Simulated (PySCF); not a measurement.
**SiCl2 (SMILES Cl[Si]Cl) at r2SCAN/STO-6G**

Aim: the energy change on altering one bond length of SiCl2 at r2SCAN/STO-6G, from 2 runs. The job is set up through a Python script.

The results are computed with PySCF 2.14.0.

12 further runs of the same task are left out: 4 that didn't finish, 8 set aside as unsound or not needed.

**1. Starting point**

SiCl2 has 3 atoms, charge 0, and is taken as a singlet. As SMILES, `Cl[Si]Cl`. Geometry: relaxed at PBE0-D4/def2-TZVP.

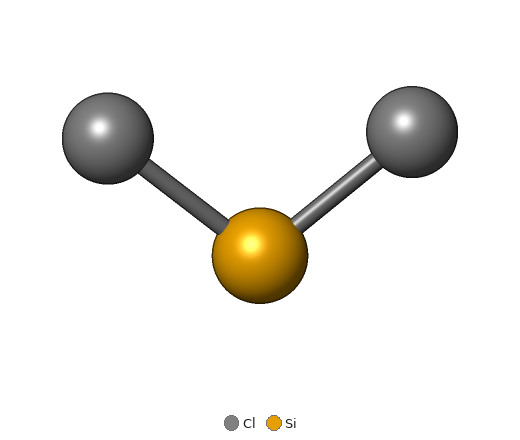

Viewed from a chosen angle; chlorine grey, silicon amber.

**2. The energy at r2SCAN/STO-6G**

input.xyz

```xyz
3

Cl     0.293800     1.603800     0.338000
Si    -0.770100    -0.010400    -0.422000
Cl     0.476300    -1.593400     0.084000
```

job.py

```python
from pyscf import gto, dft

molecule = gto.M(
    atom='input.xyz',
    max_memory=1860,
    charge=0,
    spin=0,
    verbose=3,
    basis='sto-6g',
)

calc0 = dft.RKS(molecule)
calc0.xc = 'r2scan'
calc0.conv_tol = 1e-10
calc0.grids.level = 5
calc0.kernel()
if not calc0.converged:
    calc0 = calc0.newton().run(calc0.mo_coeff, calc0.mo_occ)

energy = calc0.e_tot
print(f'total energy: {energy:.8f} hartree')
```

Command:

```bash
$ OMP_NUM_THREADS=1 python job.py
```

The log of the run:

```text
converged SCF energy = -1205.71268894751
total energy: -1205.71268895 hartree
```

Run time: 4.2 s. Hardware: 1 thread of Arm Neoverse V2, shared host; peak memory 0.23 GiB.

**3. The distorted shape at the same level**

mol.xyz

```xyz
3

Cl    -0.703348     2.870235    -0.066811
Si    -1.767248     1.256035    -0.826811
Cl     0.476300    -1.593400     0.084000
```

input.py

```python
from pyscf import gto, dft

mol = gto.M(
    atom='mol.xyz',
    verbose=4,
    max_memory=1860,
    charge=0,
    basis='sto-6g',
)

ks = dft.RKS(mol, xc='r2scan')
ks.conv_tol = 1e-10
ks.grids.level = 5
ks.kernel()
if not ks.converged:
    ks = ks.newton().run(ks.mo_coeff, ks.mo_occ)

energy = ks.e_tot
print('Final energy', energy)
```

Command:

```bash
$ OMP_NUM_THREADS=1 python input.py
```

The log of the run:

```text
PySCF version 2.14.0

[INPUT] num. atoms = 3
[INPUT] num. electrons = 48
[INPUT] charge = 0
[INPUT] spin (= nelec alpha-beta = 2S) = 0
[INPUT] symmetry False subgroup None
[INPUT] Mole.unit = angstrom
[INPUT] Symbol           X                Y                Z      unit          X                Y                Z       unit  Magmom
[INPUT]  1 Cl    -0.703348000000   2.870235000000  -0.066811000000 AA   -1.329135090261   5.423958063141  -0.126254492108 Bohr   0.0
[INPUT]  2 Si    -1.767248000000   1.256035000000  -0.826811000000 AA   -3.339614714185   2.373562152868  -1.562446346778 Bohr   0.0
[INPUT]  3 Cl     0.476300000000  -1.593400000000   0.084000000000 AA    0.900076553130  -3.011089606882   0.158736994463 Bohr   0.0

nuclear repulsion = 127.417260284355
number of shells = 15
number of NR pGTOs = 162
number of NR cGTOs = 27
basis = sto-6g
ecp = {}

******** <class 'pyscf.dft.rks.RKS'> ********
method = RKS
initial guess = minao
damping factor = 0
level_shift factor = 0
DIIS = <class 'pyscf.scf.diis.CDIIS'>
diis_start_cycle = 1
diis_space = 8
diis_damp = 0
SCF conv_tol = 1e-10
SCF conv_tol_grad = None
SCF max_cycles = 50
direct_scf = True
direct_scf_tol = 1e-13
XC library pyscf.dft.libxc version 7.0.0
    S. Lehtola, C. Steigemann, M. J.T. Oliveira, and M. A.L. Marques.,  SoftwareX 7, 1–5 (2018)
XC functionals = r2scan
    J. W. Furness, A. D. Kaplan, J. Ning, J. P. Perdew, and J. Sun.,  J. Phys. Chem. Lett. 11, 8208-8215 (2020)
    J. W. Furness, A. D. Kaplan, J. Ning, J. P. Perdew, and J. Sun.,  J. Phys. Chem. Lett. 11, 9248-9248 (2020)
    J. W. Furness, A. D. Kaplan, J. Ning, J. P. Perdew, and J. Sun.,  J. Phys. Chem. Lett. 11, 8208-8215 (2020)
    J. W. Furness, A. D. Kaplan, J. Ning, J. P. Perdew, and J. Sun.,  J. Phys. Chem. Lett. 11, 9248-9248 (2020)
radial grids:
    Treutler-Ahlrichs [JCP 102, 346 (1995); DOI:10.1063/1.469408] (M4) radial grids

becke partition: Becke, JCP 88, 2547 (1988); DOI:10.1063/1.454033
pruning grids: <function nwchem_prune>
grids dens level: 5
symmetrized grids: False
atomic radii adjust function: <function treutler_atomic_radii_adjust>
small_rho_cutoff = 0
Set gradient conv threshold to 1e-05
Initial guess from minao.
tot grids = 129648
init E= -1204.91460208372
  HOMO = -0.321201598194858  LUMO = -0.0740777731867743  gap/eV = 6.72458
cycle= 1 E= -1205.37269614205  delta_E= -0.458  |g|= 0.36  |ddm|= 1.89
  HOMO = -0.0344646038476691  LUMO = 0.089311343645899  gap/eV = 3.36812
cycle= 2 E= -1196.0667184689  delta_E= 9.31  |g|= 0.572  |ddm|= 6.77
  HOMO = -0.0103867723370706  LUMO = 0.18164521397571  gap/eV = 5.22546
cycle= 3 E= -1205.44515945178  delta_E= -9.38  |g|= 0.18  |ddm|= 6.94
  HOMO = -0.12748318451717  LUMO = -0.0531105657824733  gap/eV = 2.02378
cycle= 4 E= -1205.47219562901  delta_E= -0.027  |g|= 0.193  |ddm|= 0.844
  HOMO = -0.151577452560749  LUMO = -0.0347148792367942  gap/eV = 3.17999
cycle= 5 E= -1205.45062746687  delta_E= 0.0216  |g|= 0.218  |ddm|= 0.336
  HOMO = -0.151717234732615  LUMO = -0.0344531435843881  gap/eV = 3.19092
cycle= 6 E= -1205.45057070681  delta_E= 5.68e-05  |g|= 0.218  |ddm|= 0.00388
  HOMO = -0.163781531574855  LUMO = -0.0272522018271523  gap/eV = 3.71515
cycle= 7 E= -1205.44843217416  delta_E= 0.00214  |g|= 0.214  |ddm|= 0.0509
  HOMO = 0.00857741462816577  LUMO = 0.0408489811049538  gap/eV = 0.87815
cycle= 8 E= -1196.11579331342  delta_E= 9.33  |g|= 0.764  |ddm|=  6.8
  HOMO = 0.00630265300937047  LUMO = 0.0437182277452063  gap/eV = 1.01813
cycle= 9 E= -1196.10938827061  delta_E= 0.00641  |g|= 0.737  |ddm|= 0.0295
  HOMO = 0.0184897593325671  LUMO = 0.0204552055408319  gap/eV = 0.05348
cycle= 10 E= -1201.79975010267  delta_E= -5.69  |g|= 0.463  |ddm|= 4.89
  HOMO = 0.0011743062038773  LUMO = 0.052718213641925  gap/eV = 1.40258
[... cycles 11 to 40 left out ...]
cycle= 41 E= -1205.46416509625  delta_E= -0.00693  |g|= 0.139  |ddm|= 0.153
  HOMO = 0.00392728409680727  LUMO = 0.0103129473772594  gap/eV = 0.17376
cycle= 42 E= -1201.79953626576  delta_E= 3.66  |g|= 0.453  |ddm|= 4.79
  HOMO = 0.0153592729320047  LUMO = 0.017828058117689  gap/eV = 0.06718
cycle= 43 E= -1196.39699681444  delta_E=  5.4  |g|= 1.55  |ddm|= 4.83
  HOMO = 0.00633931973165696  LUMO = 0.0118115573525949  gap/eV = 0.14891
cycle= 44 E= -1201.79876590491  delta_E= -5.4  |g|= 0.45  |ddm|= 4.83
  HOMO = -0.0727917823600697  LUMO = -0.0706891496103509  gap/eV = 0.05722
cycle= 45 E= -1202.73929246947  delta_E= -0.941  |g|= 1.59  |ddm|= 3.23
  HOMO = -0.00367688581247731  LUMO = 0.00172086411076336  gap/eV = 0.14688
cycle= 46 E= -1201.80059504517  delta_E= 0.939  |g|= 0.448  |ddm|= 3.24
  HOMO = -0.0038804292571483  LUMO = 0.00102364628511368  gap/eV = 0.13345
cycle= 47 E= -1201.80118960498  delta_E= -0.000595  |g|= 0.448  |ddm|= 0.56
  HOMO = -0.109312611223681  LUMO = -0.0714060762417737  gap/eV = 1.03149
cycle= 48 E= -1205.51064469329  delta_E= -3.71  |g|= 0.173  |ddm|= 4.78
  HOMO = -0.166285931940377  LUMO = -0.0423418105968671  gap/eV = 3.37269
cycle= 49 E= -1205.4650416674  delta_E= 0.0456  |g|= 0.144  |ddm|= 0.657
  HOMO = -0.174723102108369  LUMO = -0.0375421926675072  gap/eV = 3.73288
cycle= 50 E= -1205.46282080199  delta_E= 0.00222  |g|= 0.145  |ddm|= 0.039
SCF not converged.
SCF energy = -1205.46282080199

******** <class 'pyscf.soscf.newton_ah.SecondOrderRKS'> ********
method = SecondOrderRKS
initial guess = minao
damping factor = 0
level_shift factor = 0
DIIS = <class 'pyscf.scf.diis.CDIIS'>
diis_start_cycle = 1
diis_space = 8
diis_damp = 0
SCF conv_tol = 1e-10
SCF conv_tol_grad = None
SCF max_cycles = 50
direct_scf = True
direct_scf_tol = 1e-13
XC library pyscf.dft.libxc version 7.0.0
    S. Lehtola, C. Steigemann, M. J.T. Oliveira, and M. A.L. Marques.,  SoftwareX 7, 1–5 (2018)
XC functionals = r2scan
    J. W. Furness, A. D. Kaplan, J. Ning, J. P. Perdew, and J. Sun.,  J. Phys. Chem. Lett. 11, 8208-8215 (2020)
    J. W. Furness, A. D. Kaplan, J. Ning, J. P. Perdew, and J. Sun.,  J. Phys. Chem. Lett. 11, 9248-9248 (2020)
    J. W. Furness, A. D. Kaplan, J. Ning, J. P. Perdew, and J. Sun.,  J. Phys. Chem. Lett. 11, 8208-8215 (2020)
    J. W. Furness, A. D. Kaplan, J. Ning, J. P. Perdew, and J. Sun.,  J. Phys. Chem. Lett. 11, 9248-9248 (2020)
radial grids:
    Treutler-Ahlrichs [JCP 102, 346 (1995); DOI:10.1063/1.469408] (M4) radial grids

becke partition: Becke, JCP 88, 2547 (1988); DOI:10.1063/1.454033
pruning grids: <function nwchem_prune>
grids dens level: 5
symmetrized grids: False
atomic radii adjust function: <function treutler_atomic_radii_adjust>
small_rho_cutoff = 0
******** <class 'pyscf.dft.rks.RKS'> Newton solver flags ********
SCF tol = 1e-10
conv_tol_grad = None
max. SCF cycles = 50
direct_scf = True
direct_scf_tol = 1e-13
max_cycle_inner = 12
max_stepsize = 0.05
ah_start_tol = 1e+09
ah_level_shift = 0
ah_conv_tol = 1e-12
ah_lindep = 1e-14
ah_start_cycle = 1
ah_max_cycle = 40
ah_grad_trust_region = 2.5
kf_interval = 4
kf_trust_region = 5
canonicalization = True
Set conv_tol_grad to 1e-05
  HOMO = -0.0357526021052499  LUMO = 0.0939248585871853  gap/eV = 3.52870
Initial guess E= -1205.46282080199  |g|= 0.144703
macro= 0  E= -1205.54646857841  delta_E= -0.0836478  |g|= 0.317274  3 KF 18 JK
macro= 1  E= -1205.56142746904  delta_E= -0.0149589  |g|= 0.03104  3 KF 9 JK
macro= 2  E= -1205.56007875825  delta_E= 0.00134871  |g|= 0.00769455  2 KF 8 JK
macro= 3  E= -1205.56219393002  delta_E= -0.00211517  |g|= 0.0534607  2 KF 5 JK
macro= 4  E= -1205.56223703458  delta_E= -4.31046e-05  |g|= 0.0058485  2 KF 5 JK
macro= 5  E= -1205.56229317061  delta_E= -5.6136e-05  |g|= 0.00278115  2 KF 7 JK
macro= 6  E= -1205.56233567073  delta_E= -4.25001e-05  |g|= 0.000184425  3 KF 9 JK
macro= 7  E= -1205.56233568298  delta_E= -1.22441e-08  |g|= 6.28137e-06  2 KF 7 JK
macro= 8  E= -1205.56233568298  delta_E= -4.09273e-12  |g|= 1.36985e-06  1 KF 2 JK
Canonicalize SCF orbitals
macro X = 9  E=-1205.56233568298  |g|= 1.36985e-06  total 21 KF 80 JK
converged SCF energy = -1205.56233568298
Final energy -1205.5623356829817
```

Wall time 39 s (1 thread of Arm Neoverse V2, shared host); peak memory 0.28 GiB.

**4. Results**

At r2SCAN/STO-6G:

```
                                                           quantity           value
                                          first shape: total energy  -1205.71269 Eh
                                         first shape: dipole moment          2.47 D
                                           first shape: HOMO energy        -4.72 eV
                                           first shape: LUMO energy        -0.98 eV
                                         first shape: HOMO–LUMO gap         3.74 eV
                                      distorted shape: total energy  -1205.56234 Eh
                                     distorted shape: dipole moment          7.76 D
                                       distorted shape: HOMO energy        -2.52 eV
                                       distorted shape: LUMO energy        -2.52 eV
                                     distorted shape: HOMO–LUMO gap         0.00 eV
energy change with the Si2–Cl3 bond stretched from 2.077 to 3.739 Å        4.091 eV
```

**Reading.** One bond (distorted shape) is far stretched, which a spin-restricted single reference describes badly; a broken-symmetry solution may lie lower. With the Si2–Cl3 bond stretched from 2.077 to 3.739 Å the energy rises by 4.09 eV (395 kJ/mol). The first shape isn't relaxed at this level, so the change isn't measured from a minimum. A restricted reference can't describe the breaking bond well at this length. The minimal basis adds a large error of its own. Mulliken charges (first shape) run from -0.32 on Cl1 to +0.64 on Si2.
